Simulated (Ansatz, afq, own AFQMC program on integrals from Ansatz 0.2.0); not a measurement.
# CuCNH6 (singlet): AFQMC on the coupled-cluster ladder, def2-TZVP

Aim: compute CuCNH6 (singlet) with auxiliary-field quantum Monte Carlo on the same integrals as coupled cluster, and set the energies side by side.

Program: Ansatz 0.2.0, Gaussian basis, and an in-house AFQMC program (afq) on its integrals; all values are calculated. Level of theory: def2-TZVP, frozen cores. These are calculated values, not measurements.

To be run: PBE (unrestricted); CCSD(T) on RHF; CCSD(T) on RHF; r2SCAN (unrestricted); PBE0 (unrestricted); B3LYP (unrestricted); CCSD(T) on RHF; wB97M-V (unrestricted); B2PLYP (unrestricted); Phaseless AFQMC, CISD trial on RHF; UHF.

20 further runs of the same task are left out: 2 that didn't finish, 18 set aside as unsound or not needed.

## Step 1: The geometry

The geometry is a PBE0/def2-SVP stationary point (not a proven minimum).

9 atoms, charge 0, spin multiplicity 1.

Atoms are counted from 1 here; the program's logs count them from 0.

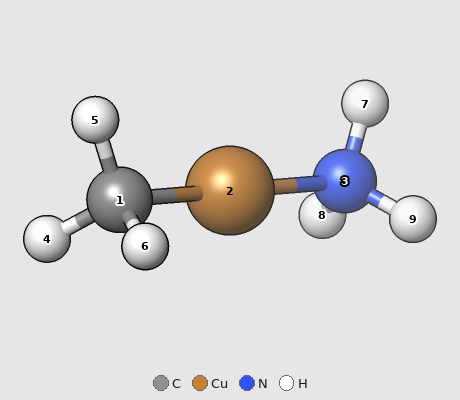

The structure; carbon grey, copper orange, nitrogen blue, hydrogen white; atoms are numbered from 1 in the order of the file.

## Step 2: PBE (unrestricted)

File in.yaml:

```yaml
crystal:
  periodic: [false, false, false]
  atoms:
    - {symbol: C, position_ang: [-0.891697, 1.336146, -1.051279]}
    - {symbol: Cu, position_ang: [-0.001675, 0.012207, -0.015505]}
    - {symbol: N, position_ang: [0.924294, -1.365744, 1.062583]}
    - {symbol: H, position_ang: [-1.750632, 0.915445, -1.604570]}
    - {symbol: H, position_ang: [-0.218305, 1.794085, -1.798091]}
    - {symbol: H, position_ang: [-1.282224, 2.155814, -0.421582]}
    - {symbol: H, position_ang: [1.896248, -1.486820, 0.773565]}
    - {symbol: H, position_ang: [0.474928, -2.279210, 0.982116]}
    - {symbol: H, position_ang: [0.937563, -1.128222, 2.055663]}
basis:
  gaussian: {orbitals: def2-TZVP}
magnetization: {spin_polarized: true, initial_magnetization: 0}
hamiltonian: {xc: {name: PBE}}
output: {orbitals: {seedname: orbitals}}
```

Launch:

```
$ ansatz run in.yaml --threads 1 --pin off --events-out ev --progress --plain --max-ram 8192MiB --backend cpu
```

The log of the run:

```text
Functional definition: PBE
  name "PBE"
  cite "Perdew, Burke & Ernzerhof, Phys. Rev. Lett. 77, 3865 (1996) doi:10.1103/PhysRevLett.77.3865"
  parent pbe
  parameter kappa = 0.804
  parameter beta = 0.06672455060314922
  exchange = pbe_x(kappa = kappa, mu = beta*pi^2/3)
  correlation = pbe_c(beta = beta)
1052 factors; their error is unknown
mean field evaluation 1: about -47238.8938 eV, gradient 6.9e1 eV
mean field evaluation 2: about -46821.8561 eV, gradient 4.2e2 eV
mean field evaluation 4: about -47253.8430 eV, gradient 5.0e1 eV
mean field evaluation 8: about -47257.6751 eV, gradient 1.4e-1 eV
mean field evaluation 16: about -47257.6256 eV, gradient 1.2e-3 eV
mean field -47257.62556768 eV, -1736.6857072433 hartree, gradient 2.6e-5 eV, S^2 0.000000; 0 other end points of the search recorded, 0 dependent functions left out
reference -47257.62562173 eV, -1736.6857092293 hartree; 24, 24 occupied and 119, 119 virtual orbitals, 1052 factors
Total energy: -47257.62562173 eV, -1736.6857092293 hartree
```

Run time: 4.5 s. Hardware: 1 thread of AMD EPYC 7R13 (Zen 3), shared host; peak memory 0.73 GiB.

From the report: ⟨S²⟩ of the determinant 0.000 (pure singlet: 0.00).

## Step 3: CCSD(T) on RHF

in.yaml, as its differences from that of step 2:

```diff
@@ -14,4 +14,3 @@
   gaussian: {orbitals: def2-TZVP}
-magnetization: {spin_polarized: true, initial_magnetization: 0}
-hamiltonian: {xc: {name: PBE}}
-output: {orbitals: {seedname: orbitals}}
+magnetization: {spin_polarized: false}
+correlation: {method: ccsd_t, electrons: outside_noble_gas, hamiltonian_folder: ham}
```

Launch:

```
$ ansatz run in.yaml --threads 1 --pin off --events-out ev --progress --plain --max-ram 24576MiB --backend cuda --devices 0, --max-vram 18GiB
```

The log of the run, cut to the lines that bear on the results:

```text
Functional definition: HF
  name "HF"
  cite "Fock, Z. Phys. 61, 126 (1930) doi:10.1007/BF01340294"
  parent pbe
[...]
1166 factors; integrals over basis functions are off by at most 1.2e-3 eV
[...]
mean field -47205.50550832 eV, -1734.7703303898 hartree, gradient 8.9e-6 eV, S^2 0.000000; 0 other end points of the search recorded, 0 dependent functions left out
11 core orbitals not correlated: weight in the atoms' cores, before any rotation towards them, 1.000 or more for the frozen orbitals, at most 0.000 for the correlated occupied ones
reference -47205.50550832 eV, -1734.7703303898 hartree; 13, 13 occupied and 119, 119 virtual orbitals, 1166 factors
second order -23.82288650 eV of doubles, -0.00000000 eV of singles
cycle   1  -21.26643154 eV  change     2.6e0 eV  update   2.3e-1
[...]
cycle  14  -22.68658912 eV  change    1.4e-5 eV  update   7.5e-6
perturbative correction -0.89674671 eV, -0.0329548338 hartree
Total energy: -47229.08884415 eV, -1735.6370019962 hartree
```

Run time: 6.5 s. Hardware: 1 × NVIDIA H100 80GB HBM3 with 1 thread of AMD EPYC 7R13 (Zen 3), shared host; peak host memory 0.8 GiB.

From the report: correlation -23.5833 eV; T1 0.024; largest double amplitude 0.03.

This run also writes the integrals to the folder ham.

## Step 4: CCSD(T) on RHF

in.yaml, as its differences from that of step 3:

```diff
@@ -13,4 +13,4 @@
 basis:
-  gaussian: {orbitals: def2-TZVP}
+  gaussian: {orbitals: def2-TZVPP}
 magnetization: {spin_polarized: false}
-correlation: {method: ccsd_t, electrons: outside_noble_gas, hamiltonian_folder: ham}
+correlation: {method: ccsd_t, electrons: outside_noble_gas}
```

Launched as before.

The log of the run, cut to the lines that bear on the results:

```text
Functional definition: HF
  name "HF"
  cite "Fock, Z. Phys. 61, 126 (1930) doi:10.1007/BF01340294"
  parent pbe
[...]
1281 factors; integrals over basis functions are off by at most 1.1e-3 eV
[...]
mean field -47205.62709778 eV, -1734.7747987201 hartree, gradient 2.1e-6 eV, S^2 0.000000; 0 other end points of the search recorded, 0 dependent functions left out
11 core orbitals not correlated: weight in the atoms' cores, before any rotation towards them, 1.000 or more for the frozen orbitals, at most 0.000 for the correlated occupied ones
reference -47205.62709778 eV, -1734.7747987201 hartree; 13, 13 occupied and 186, 186 virtual orbitals, 1281 factors
second order -26.46721981 eV of doubles, -0.00000000 eV of singles
cycle   1  -23.50220459 eV  change     3.0e0 eV  update   2.2e-1
[...]
cycle  14  -24.95947941 eV  change    1.0e-6 eV  update   7.3e-6
perturbative correction -1.09117927 eV, -0.0401000987 hartree
Total energy: -47231.67775647 eV, -1735.7321427691 hartree
```

It took 4.4 s on 1 × NVIDIA H100 80GB HBM3 with 1 thread of AMD EPYC 7R13 (Zen 3), shared host; peak host memory 0.79 GiB.

From the report: correlation -26.0507 eV; T1 0.023; largest double amplitude 0.03.

## Step 5: r2SCAN (unrestricted)

in.yaml, as its differences from that of step 4:

```diff
@@ -13,4 +13,4 @@
 basis:
-  gaussian: {orbitals: def2-TZVPP}
-magnetization: {spin_polarized: false}
-correlation: {method: ccsd_t, electrons: outside_noble_gas}
+  gaussian: {orbitals: def2-TZVP}
+magnetization: {spin_polarized: true, initial_magnetization: 0}
+hamiltonian: {xc: {name: r2SCAN}}
```

Launch:

```
$ ansatz run in.yaml --threads 1 --pin off --events-out ev --progress --plain --max-ram 8192MiB --backend cpu
```

The log of the run:

```text
Functional definition: r2SCAN
  name "r2SCAN"
  cite "Furness, Kaplan, Ning, Perdew & Sun, J. Phys. Chem. Lett. 11, 8208 (2020) doi:10.1021/acs.jpclett.0c02405"
  cite "Furness, Kaplan, Ning, Perdew & Sun, J. Phys. Chem. Lett. 11, 9248 (2020) doi:10.1021/acs.jpclett.0c03077"
  parent r2scan
  parameter k0 = 0.174
  parameter k1 = 0.065
  parameter a1 = 4.9479
  exchange = r2scan_x(k0 = k0, k1 = k1, a1 = a1)
  correlation = r2scan_c
1052 factors; their error is unknown
mean field evaluation 1: about -47249.4277 eV, gradient 6.6e1 eV
mean field evaluation 2: about -46897.5435 eV, gradient 4.0e2 eV
mean field evaluation 4: about -47263.2713 eV, gradient 4.0e1 eV
mean field evaluation 8: about -47265.7662 eV, gradient 8.7e-2 eV
mean field evaluation 16: about -47265.7220 eV, gradient 1.8e-4 eV
mean field -47265.72197797 eV, -1736.9832448333 hartree, gradient 8.0e-6 eV, S^2 0.000000; 0 other end points of the search recorded, 0 dependent functions left out
reference -47265.72200257 eV, -1736.9832457372 hartree; 24, 24 occupied and 119, 119 virtual orbitals, 1052 factors
Total energy: -47265.72200257 eV, -1736.9832457372 hartree
```

It took 9 s on 1 thread of AMD EPYC 7R13 (Zen 3), shared host; peak memory 0.73 GiB.

From the report: ⟨S²⟩ of the determinant 0.000 (pure singlet: 0.00).

## Step 6: PBE0 (unrestricted)

in.yaml, as its differences from that of step 5:

```diff
@@ -15,2 +15,3 @@
 magnetization: {spin_polarized: true, initial_magnetization: 0}
-hamiltonian: {xc: {name: r2SCAN}}
+hamiltonian: {xc: {name: PBE0}}
+output: {orbitals: {seedname: orbitals}}
```

Same command.

The log of the run:

```text
Functional definition: PBE0
  name "PBE0"
  cite "Adamo & Barone, J. Chem. Phys. 110, 6158 (1999) doi:10.1063/1.478522"
  cite "Perdew, Burke & Ernzerhof, Phys. Rev. Lett. 77, 3865 (1996) doi:10.1103/PhysRevLett.77.3865"
  parent pbe
  parameter a = 0.25
  parameter kappa = 0.804
  parameter beta = 0.06672455060314922
  exchange = (1 - a)*pbe_x(kappa = kappa, mu = beta*pi^2/3) + a*exact_x
  correlation = pbe_c(beta = beta)
1141 factors; their error is unknown
mean field evaluation 1: about -47244.8232 eV, gradient 6.1e1 eV
mean field evaluation 2: about -47027.3858 eV, gradient 3.2e2 eV
mean field evaluation 4: about -47257.1660 eV, gradient 1.8e1 eV
mean field evaluation 8: about -47257.6541 eV, gradient 5.4e-2 eV
mean field evaluation 16: about -47257.6837 eV, gradient 3.0e-5 eV
mean field -47257.68366351 eV, -1736.6878422254 hartree, gradient 3.0e-5 eV, S^2 0.000000; 0 other end points of the search recorded, 0 dependent functions left out
reference -47257.68370392 eV, -1736.6878437105 hartree; 24, 24 occupied and 119, 119 virtual orbitals, 1141 factors
Total energy: -47257.68370392 eV, -1736.6878437105 hartree
```

Wall time 5.5 s (1 thread of AMD EPYC 7R13 (Zen 3), shared host); peak memory 0.73 GiB.

From the report: ⟨S²⟩ of the determinant 0.000 (pure singlet: 0.00).

## Step 7: B3LYP (unrestricted)

in.yaml, as its differences from that of step 6:

```diff
@@ -15,3 +15,2 @@
 magnetization: {spin_polarized: true, initial_magnetization: 0}
-hamiltonian: {xc: {name: PBE0}}
-output: {orbitals: {seedname: orbitals}}
+hamiltonian: {xc: {name: B3LYP}}
```

Same command.

The log of the run, cut to the lines that bear on the results:

```text
Functional definition: B3LYP
  name "B3LYP"
  cite "Stephens, Devlin, Chabalowski & Frisch, J. Phys. Chem. 98, 11623 (1994) doi:10.1021/j100096a001"
  cite "Becke, Phys. Rev. A 38, 3098 (1988) doi:10.1103/PhysRevA.38.3098"
  cite "Lee, Yang & Parr, Phys. Rev. B 37, 785 (1988) doi:10.1103/PhysRevB.37.785"
  cite "Vosko, Wilk & Nusair, Can. J. Phys. 58, 1200 (1980) doi:10.1139/p80-159"
[...]
1141 factors; their error is unknown
[...]
mean field -47269.22996327 eV, -1737.1121609153 hartree, gradient 3.3e-5 eV, S^2 0.000000; 0 other end points of the search recorded, 0 dependent functions left out
reference -47269.23024145 eV, -1737.1121711383 hartree; 24, 24 occupied and 119, 119 virtual orbitals, 1141 factors
Total energy: -47269.23024145 eV, -1737.1121711383 hartree
```

Run time: 6 s. Hardware: 1 thread of AMD EPYC 7R13 (Zen 3), shared host; peak memory 0.73 GiB.

From the report: ⟨S²⟩ of the determinant 0.000 (pure singlet: 0.00).

## Step 8: CCSD(T) on RHF

in.yaml, as its differences from that of step 7:

```diff
@@ -13,4 +13,4 @@
 basis:
-  gaussian: {orbitals: def2-TZVP}
-magnetization: {spin_polarized: true, initial_magnetization: 0}
-hamiltonian: {xc: {name: B3LYP}}
+  gaussian: {orbitals: "def2-QZVPP.json"}
+magnetization: {spin_polarized: false}
+correlation: {method: ccsd_t, electrons: outside_noble_gas}
```

Launch:

```
$ ansatz run in.yaml --threads 1 --pin off --events-out ev --progress --plain --max-ram 24576MiB --backend cuda --devices 0, --max-vram 18GiB
```

The log of the run, cut to the lines that bear on the results:

```text
Functional definition: HF
  name "HF"
  cite "Fock, Z. Phys. 61, 126 (1930) doi:10.1007/BF01340294"
  parent pbe
[...]
2425 factors; integrals over basis functions are off by at most 8.8e-4 eV
[...]
mean field -47206.84340667 eV, -1734.8194972473 hartree, gradient 2.1e-6 eV, S^2 0.000000; 0 other end points of the search recorded, 0 dependent functions left out
11 core orbitals not correlated: weight in the atoms' cores, before any rotation towards them, 1.000 or more for the frozen orbitals, at most 0.000 for the correlated occupied ones
reference -47206.84340667 eV, -1734.8194972473 hartree; 13, 13 occupied and 370, 370 virtual orbitals, 2425 factors
second order -28.08226061 eV of doubles, -0.00000000 eV of singles
cycle   1  -24.77056615 eV  change     3.3e0 eV  update   2.3e-1
[...]
cycle  14  -26.31086286 eV  change   -1.5e-5 eV  update   9.2e-6
perturbative correction -1.26087913 eV, -0.0463364533 hartree
Total energy: -47234.41514865 eV, -1735.8327400765 hartree
```

Run time: 22 s. Hardware: 1 × NVIDIA H100 80GB HBM3 with 1 thread of AMD EPYC 7R13 (Zen 3), shared host; peak host memory 0.88 GiB.

From the report: correlation -27.5717 eV; T1 0.023; largest double amplitude 0.02.

## Step 9: wB97M-V (unrestricted)

in.yaml, as its differences from that of step 8:

```diff
@@ -13,4 +13,5 @@
 basis:
-  gaussian: {orbitals: "def2-QZVPP.json"}
-magnetization: {spin_polarized: false}
-correlation: {method: ccsd_t, electrons: outside_noble_gas}
+  gaussian: {orbitals: def2-TZVP}
+magnetization: {spin_polarized: true, initial_magnetization: 0}
+hamiltonian: {xc: {name: wB97M-V}}
+output: {orbitals: {seedname: orbitals}}
```

Launch:

```
$ ansatz run in.yaml --threads 1 --pin off --events-out ev --progress --plain --max-ram 8192MiB --backend cpu
```

The log of the run, cut to the lines that bear on the results:

```text
Functional definition: wB97M-V
  name "wB97M-V"
  cite "Mardirossian & Head-Gordon, J. Chem. Phys. 144, 214110 (2016) doi:10.1063/1.4952647"
  cite "Becke, J. Chem. Phys. 107, 8554 (1997) doi:10.1063/1.475007"
  cite "Vydrov & Van Voorhis, J. Chem. Phys. 133, 244103 (2010) doi:10.1063/1.3521275"
  # Of w^i u^j: cxij and so on, Table III.
[...]
  gx(w, u) = 1 - cx + cx01*u + cx10*w
  gss(w, u) = css00 + css04*u^4 + css10*w + css20*w^2 + css43*w^4*u^3
  gos(w, u) = cos00 + cos10*w + (cos20 + cos21*u)*w^2 + (cos60 + cos61*u)*w^6
[...]
      + integral(e_c_pw_mod_opposite_spin*gos(b97_w_opposite, b97_u_opposite)) + vv10(b, c)
1130 factors; their error is unknown
274 factors; integrals over basis functions are off by at most 8.4e-6 eV
[...]
mean field -47263.45296675 eV, -1736.8998602090 hartree, gradient 8.2e-5 eV, S^2 0.000000; 0 other end points of the search recorded, 0 dependent functions left out
reference -47263.45302860 eV, -1736.8998624818 hartree; 24, 24 occupied and 119, 119 virtual orbitals, 1130 factors
Total energy: -47263.45302860 eV, -1736.8998624818 hartree
```

Wall time 18 s (1 thread of AMD EPYC 7R13 (Zen 3), shared host); peak memory 0.73 GiB.

From the report: ⟨S²⟩ of the determinant 0.000 (pure singlet: 0.00).

## Step 10: B2PLYP (unrestricted)

in.yaml, as its differences from that of step 9:

```diff
@@ -15,3 +15,3 @@
 magnetization: {spin_polarized: true, initial_magnetization: 0}
-hamiltonian: {xc: {name: wB97M-V}}
-output: {orbitals: {seedname: orbitals}}
+hamiltonian: {xc: {name: B2PLYP}}
+correlation: {electrons: outside_noble_gas}
```

The command is unchanged.

The log of the run, cut to the lines that bear on the results:

```text
Functional definition: B2PLYP
  name "B2PLYP"
  cite "Grimme, J. Chem. Phys. 124, 034108 (2006) doi:10.1063/1.2148954"
  cite "Becke, Phys. Rev. A 38, 3098 (1988) doi:10.1103/PhysRevA.38.3098"
  cite "Lee, Yang & Parr, Phys. Rev. B 37, 785 (1988) doi:10.1103/PhysRevB.37.785"
[...]
1166 factors; integrals over basis functions are off by at most 1.2e-3 eV
[...]
mean field -47249.04489862 eV, -1736.3703734715 hartree, gradient 6.7e-6 eV, S^2 0.000000; 0 other end points of the search recorded, 0 dependent functions left out
11 core orbitals not correlated: weight in the atoms' cores, before any rotation towards them, 1.000 or more for the frozen orbitals, at most 0.000 for the correlated occupied ones
reference -47249.04507352 eV, -1736.3703798987 hartree; 13, 13 occupied and 119, 119 virtual orbitals, 1166 factors
second order -29.35784382 eV of doubles, -0.00000000 eV of singles
Total energy: -47256.97169135 eV, -1736.6616777311 hartree
```

It took 8 s on 1 thread of AMD EPYC 7R13 (Zen 3), shared host; peak memory 3.1 GiB.

From the report: ⟨S²⟩ of the determinant 0.000 (pure singlet: 0.00).

## Step 11: Phaseless AFQMC, CISD trial on RHF

It reads the integrals that the CCSD(T) run on this determinant wrote.

Launch:

```
$ afq ham --method phaseless --trial cisd --walkers 1200 --populations 20 --least-time 60 --time-step 0.005 --steps-per-block 50 --equilibration-blocks 40 --max-blocks 4000 --target-error 0.0003 --factor-cut 1e-05 --seed 7924 --release-times 0.21,0.42,0.63,0.9 --release-step 0.03 --release-every 5 --taylor-order 6
```

The log of the run:

```text
orbitals 132  electrons 13 13  factors 1074 of 1166
reference energy -1734.77033039 Eh
CCSD correlation -0.83371654 Eh in 16 cycles, weight of the determinant in the CISD state 0.7923
energy of the start -1735.604049 Eh
 block  time / (1/Eh)  mean weight  energy / Eh
     1     0.250  0.9989  -1735.586272
     2     0.500  1.0021  -1735.601801
     3     0.750  1.0010  -1735.615145
     4     1.000  0.9996  -1735.624656
     5     1.250  0.9991  -1735.623973
     6     1.500  0.9991  -1735.634792
     7     1.750  0.9992  -1735.638438
     8     2.000  0.9997  -1735.631650
     9     2.250  1.0000  -1735.638021
    10     2.500  1.0011  -1735.636320
    11     2.750  0.9987  -1735.639145
    16     4.000  1.0003  -1735.635872
    21     5.250  1.0003  -1735.638230
    26     6.500  0.9991  -1735.645088
    31     7.750  1.0001  -1735.638500
    36     9.000  1.0019  -1735.635870
    41    10.250  1.0003  -1735.641999
    46    11.500  0.9989  -1735.641780
    51    12.750  1.0007  -1735.640004
    56    14.000  1.0017  -1735.636791
    61    15.250  0.9993  -1735.641036
    66    16.500  1.0005  -1735.631756
    71    17.750  0.9994  -1735.631923
    76    19.000  1.0002  -1735.639871
    81    20.250  0.9999  -1735.628773
    86    21.500  0.9995  -1735.634203
    91    22.750  0.9992  -1735.643928
    96    24.000  0.9999  -1735.637681
   101    25.250  1.0002  -1735.627593
   106    26.500  0.9995  -1735.637963
   111    27.750  1.0013  -1735.639577
   116    29.000  1.0011  -1735.636306
   121    30.250  1.0004  -1735.634728
   126    31.500  1.0007  -1735.647203
   131    32.750  0.9992  -1735.633645
   136    34.000  0.9988  -1735.640051
   141    35.250  0.9997  -1735.636725
   146    36.500  1.0006  -1735.645831
   151    37.750  1.0002  -1735.641680
   156    39.000  0.9993  -1735.641213
   161    40.250  0.9999  -1735.640449
   166    41.500  0.9996  -1735.629175
   171    42.750  0.9991  -1735.630603
   176    44.000  1.0013  -1735.630652
   181    45.250  1.0002  -1735.635503
   186    46.500  1.0004  -1735.644538
   191    47.750  0.9982  -1735.641103
   196    49.000  1.0006  -1735.641664
   201    50.250  1.0007  -1735.641389
   206    51.500  0.9994  -1735.635614
   211    52.750  0.9995  -1735.632833
   216    54.000  0.9990  -1735.639478
   221    55.250  0.9996  -1735.637155
error from the spread of 20 populations
released: time / (1/Eh)  energy / Eh  error  mean overlap
  0.21  -1735.638034  0.000524  0.9916
  0.42  -1735.637943  0.000656  0.9880
  0.63  -1735.637834  0.001055  0.9895
  0.90  -1735.635483  0.001138  0.9975
energy -1735.638268 +/- 0.000589 Eh
```

It took 6 min on 1 × NVIDIA H100 80GB HBM3 with 2 threads of AMD EPYC 7R13 (Zen 3), shared host; peak host memory 3.1 GiB.

Energy -47229.1233 ± 0.0160 eV. Caveats: constraint bias not in the error; error above the target.

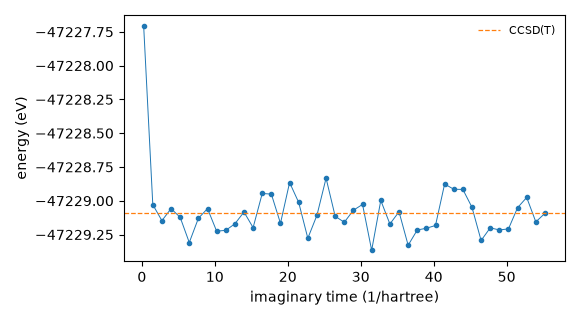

Block energies along the walk.

## Step 12: UHF

in.yaml, as its differences from that of step 10:

```diff
@@ -15,3 +15,3 @@
 magnetization: {spin_polarized: true, initial_magnetization: 0}
-hamiltonian: {xc: {name: B2PLYP}}
-correlation: {electrons: outside_noble_gas}
+hamiltonian: {xc: hf}
+output: {orbitals: {seedname: orbitals}}
```

Launch:

```
$ ansatz run in.yaml --threads 1 --pin off --events-out ev --progress --plain --max-ram 24576MiB --backend cuda --devices 0, --max-vram 18GiB
```

The log of the run:

```text
Functional definition: HF
  name "HF"
  cite "Fock, Z. Phys. 61, 126 (1930) doi:10.1007/BF01340294"
  parent pbe
  exchange = exact_x
  correlation = 0
1362 factors; their error is unknown
mean field evaluation 1: about -47198.9640 eV, gradient 4.9e1 eV
mean field evaluation 2: about -47193.6717 eV, gradient 8.9e1 eV
mean field evaluation 4: about -47205.2040 eV, gradient 2.2e0 eV
mean field evaluation 8: about -47205.2371 eV, gradient 1.2e-1 eV
mean field evaluation 16: about -47199.2552 eV, gradient 4.9e1 eV
mean field -47205.50514768 eV, -1734.7703171366 hartree, gradient 2.3e-5 eV, S^2 0.000000; 0 other end points of the search recorded, 0 dependent functions left out
reference -47205.50514768 eV, -1734.7703171366 hartree; 24, 24 occupied and 119, 119 virtual orbitals, 1362 factors
Total energy: -47205.50514768 eV, -1734.7703171366 hartree
```

Run time: 4.7 s. Hardware: 1 × NVIDIA H100 80GB HBM3 with 1 thread of AMD EPYC 7R13 (Zen 3), shared host; peak host memory 3.1 GiB.

From the report: ⟨S²⟩ of the determinant 0.000 (pure singlet: 0.00).

## Step 13: AFQMC on the ladder

On the RHF determinant, counted from CCSD(T) (a yardstick, not exact):

| level | energy (eV) | from CCSD(T) (meV) | statistical error (meV) | time |
| --- | --- | --- | --- | --- |
| HF | -47205.5055 | +23583.3 |  |  |
| MP2 | -47229.3284 | -239.6 |  |  |
| CCSD | -47228.1921 | +896.7 |  |  |
| CCSD(T) | -47229.0888 | 0.0 |  |  |
| Phaseless AFQMC, CISD trial, step 0.005, 1200 walkers | -47229.1233 | -34.5 | 16.0 | 6 min |

The functionals' totals stand on their own zeros and serve differences with other points: PBE -47257.626 eV; r2SCAN -47265.722 eV; PBE0 -47257.684 eV; B3LYP -47269.230 eV; wB97M-V -47263.453 eV; B2PLYP -47256.972 eV.

## Step 14: What came out

| quantity | value |
| --- | --- |
| Phaseless AFQMC, CISD trial on RHF from CCSD(T) | -34.5 ± 16.0 meV |

What this shows: On RHF the phaseless walk with the CISD trial lies -34.5 meV from CCSD(T), within three error bars. Error bars are statistical and leave out the constraint, the time step and what remains of the start.
